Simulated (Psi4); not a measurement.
# N2H3 (hydrazinyl radical) at UHF/cc-pVDZ (sweep point 1)

Aim: the vertical doublet–quartet gap of N2H3 (hydrazinyl radical) at UHF/cc-pVDZ (sweep point 1), from 2 runs. Input form: a Python script.

Program for the calculation: Psi4 1.11.

8 further runs of the same task are left out: 8 that didn't finish.

## Step 1: Starting point

N2H3 has 5 atoms, charge 0, and is taken as a doublet. As SMILES, `[NH]N`. The coordinates come from a GFN2-xTB relaxation. This is one conformer, not always the lowest.

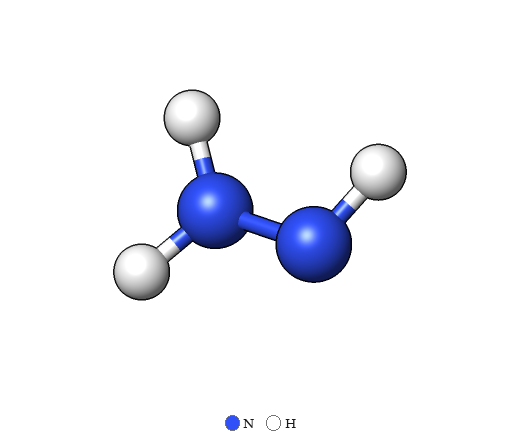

Viewed from a chosen angle; nitrogen blue, hydrogen white.

## Step 2: A single-point energy at UHF/cc-pVDZ (sweep point 1)

h3n2.py reads:

```python
import psi4

psi4.set_memory('1600 MB')
psi4.set_num_threads(1)
psi4.core.set_output_file('h3n2.out', False)

molecule = psi4.geometry("""
0 2
N     -0.174970    -0.805480     0.447260
N     -0.126270     0.251970    -0.365880
H      0.751750    -0.989150     0.831090
H     -1.043070     0.577800    -0.638700
H      0.592550     0.964850    -0.273770
symmetry c1
""")

psi4.set_options({
    'reference': 'uhf',
    'puream': True,
    'scf_type': 'pk',
    'maxiter': 150,
})

e_tot = psi4.energy("hf/cc-pVDZ", molecule=molecule)
print(f'hf/cc-pVDZ energy: {e_tot:.10f} Eh')
for k, v in sorted(psi4.core.scalar_variables().items()):
    print(f'{k:45s} {v:18.10f}')
```

Run with:

```console
$ python h3n2.py
```

h3n2.out, shortened:

```text
[...]
  Running in c1 symmetry.
[...]
  Nuclear repulsion =   36.700927742292535
[...]
  Multiplicity = 2
[...]
  Nalpha       = 9
  Nbeta        = 8
[...]
    Number of basis functions: 43
[...]
   @UHF iter   1:  -110.51359053183924   -5.90525e-01   7.48115e-03 ADIIS/DIIS
[...]
   @UHF iter  12:  -110.58451908753135   -3.23295e-08   9.89599e-07 DIIS
[...]
   @S^2 Observed:                7.615828283E-01
[...]
    Orbital Energies [Eh]
    ---------------------
    Alpha Occupied:
       1A    -15.592492     2A    -15.578864     3A     -1.301973
       4A     -0.996538     5A     -0.724316     6A     -0.637686
       7A     -0.587880     8A     -0.457242     9A     -0.344284
    Alpha Virtual:
      10A      0.181626    11A      0.215686    12A      0.258574
      13A      0.502395    14A      0.729306    15A      0.767195
      16A      0.875133    17A      0.908957    18A      0.935742
      19A      1.007826    20A      1.033285    21A      1.088172
      22A      1.141352    23A      1.287769    24A      1.387667
      25A      1.454425    26A      1.555908    27A      1.587593
[...]
  @UHF Final Energy:  -110.58451908753135
   => Energetics <=
    Nuclear Repulsion Energy =             36.7009277422925351
    One-Electron Energy =                -222.8454212763123792
    Two-Electron Energy =                  75.5599744464884822
    Total Energy =                       -110.5845190875313477
  UHF NO Occupations:
  HONO-2 :    7  A 1.9977094
  HONO-1 :    8  A 1.9973768
[...]
 Multipole Moments:
 ------------------------------------------------------------------------------------
     Multipole            Electronic (a.u.)      Nuclear  (a.u.)        Total (a.u.)
 ------------------------------------------------------------------------------------
 L = 1.  Multiply by 2.5417464519 to convert [e a0] to [Debye]
 Dipole X            :         -0.1702528            0.6373496            0.4670968
 Dipole Y            :         -0.3913306            1.1710979            0.7797672
 Dipole Z            :          0.1431602           -0.1721823           -0.0290222
 Magnitude           :                                                    0.9094276
[...]
```

On the terminal:

```text
hf/cc-pVDZ energy: -110.5845190875 Eh
CURRENT ENERGY                                   -110.5845190875
CURRENT REFERENCE ENERGY                         -110.5845190875
DD SOLVATION ENERGY                                 0.0000000000
HF KINETIC ENERGY                                 110.5067320005
HF POTENTIAL ENERGY                              -221.0912510880
HF TOTAL ENERGY                                  -110.5845190875
HF VIRIAL RATIO                                     2.0007039127
NUCLEAR REPULSION ENERGY                           36.7009277423
ONE-ELECTRON ENERGY                              -222.8454212763
PCM POLARIZATION ENERGY                             0.0000000000
PE ENERGY                                           0.0000000000
SCF ITERATION ENERGY                             -110.5845190875
SCF ITERATIONS                                     12.0000000000
SCF TOTAL ENERGY                                 -110.5845190875
TWO-ELECTRON ENERGY                                75.5599744465
```

Wall time 1.5 s (1 thread of Intel Xeon 6975P-C (Granite Rapids), shared host); peak memory 0.21 GiB.

## Step 3: The quartet at the same level

calc.py reads:

```python
import psi4

psi4.set_memory('1600 MB')
psi4.set_num_threads(1)
psi4.set_output_file('h3n2.out', False)

molecule = psi4.geometry("""
0 4
N     -0.174970    -0.805480     0.447260
N     -0.126270     0.251970    -0.365880
H      0.751750    -0.989150     0.831090
H     -1.043070     0.577800    -0.638700
H      0.592550     0.964850    -0.273770
symmetry c1
""")

psi4.set_options({
    'basis': 'cc-pVDZ',
    'reference': 'uhf',
    'puream': True,
    'scf_type': 'pk',
    'maxiter': 150,
})

energy_value = psi4.energy('hf', molecule=molecule)
print('E =', round(energy_value, 9))
```

Run with:

```console
$ python calc.py
```

h3n2.out, shortened:

```text
[...]
  Running in c1 symmetry.
[...]
  Nuclear repulsion =   36.700927742292535
[...]
  Multiplicity = 4
[...]
  Nalpha       = 10
  Nbeta        = 7
[...]
    Number of basis functions: 43
[...]
   @UHF iter   1:  -110.26040657127615   -3.37341e-01   6.25114e-03 DIIS/ADIIS
[...]
   @UHF iter  25:  -110.32326495839419   -3.11817e-07   9.64622e-07 DIIS
[...]
   @S^2 Observed:                3.769473416E+00
[...]
    Orbital Energies [Eh]
    ---------------------
    Alpha Occupied:
       1A    -15.719644     2A    -15.698082     3A     -1.432695
       4A     -1.123756     5A     -0.832918     6A     -0.755746
       7A     -0.713800     8A     -0.628991     9A     -0.471477
      10A     -0.097243
    Alpha Virtual:
      11A      0.153692    12A      0.200246    13A      0.396620
      14A      0.665176    15A      0.711183    16A      0.776283
      17A      0.811823    18A      0.833364    19A      0.904399
      20A      0.930403    21A      1.002057    22A      1.051879
      23A      1.205298    24A      1.308782    25A      1.373937
[...]
  @UHF Final Energy:  -110.32326495839419
   => Energetics <=
    Nuclear Repulsion Energy =             36.7009277422925351
    One-Electron Energy =                -221.0369576198315258
    Two-Electron Energy =                  74.0127649191447858
    Total Energy =                       -110.3232649583941907
  UHF NO Occupations:
  HONO-2 :    8  A 1.0000000
  HONO-1 :    9  A 1.0000000
[...]
 Multipole Moments:
 ------------------------------------------------------------------------------------
     Multipole            Electronic (a.u.)      Nuclear  (a.u.)        Total (a.u.)
 ------------------------------------------------------------------------------------
 L = 1.  Multiply by 2.5417464519 to convert [e a0] to [Debye]
 Dipole X            :         -1.0659337            0.6373496           -0.4285840
 Dipole Y            :         -2.2469598            1.1710979           -1.0758619
 Dipole Z            :          0.3256506           -0.1721823            0.1534683
 Magnitude           :                                                    1.1682105
[...]
```

The script printed:

```text
E = -110.323264958
```

Run time: 1.9 s. Hardware: 1 thread of Intel Xeon 6975P-C (Granite Rapids), shared host; peak memory 0.21 GiB.

## Step 4: Results

At UHF/cc-pVDZ (sweep point 1):

| quantity | value |
| --- | --- |
| doublet: total energy | -110.58452 Eh |
| doublet: dipole moment | 2.31 D |
| doublet: HOMO energy (highest over α and β) | -9.37 eV |
| doublet: LUMO energy (lowest over α and β) | 4.94 eV |
| doublet: ⟨S²⟩ | 0.762 |
| quartet: total energy | -110.32326 Eh |
| quartet: dipole moment | 2.97 D |
| quartet: HOMO energy (highest over α and β) | -2.65 eV |
| quartet: LUMO energy (lowest over α and β) | -0.57 eV |
| quartet: ⟨S²⟩ | 3.769 |
| vertical energy of the quartet above the doublet | 7.109 eV |

What this shows: At this shape the quartet lies 7.11 eV (686 kJ/mol) above the doublet.
